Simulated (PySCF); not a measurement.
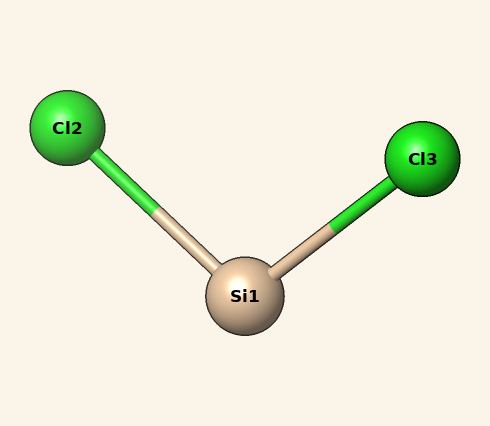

The computed structure is the end point of a PBE0-D3(BJ)/def2-SVP optimisation. No frequency run is at hand to confirm it as a minimum. Level of theory: delta-SCF UKS SCAN, pcX-2 on the ionised atom (unc-x2c-TZVPall on a metal), pcseg-1 elsewhere, spin-free X2C (PySCF 2.14.0).

Give the core-electron binding energies (to vacuum; p and d levels without spin–orbit splitting) of Si1 1s, Si1 2p, Cl2 1s, Cl2 2p.

```
atom  level  binding energy (eV)
 Si1     1s               1849.4
 Si1     2p                109.5
 Cl2     1s               2828.8
 Cl2     2p                206.8
```
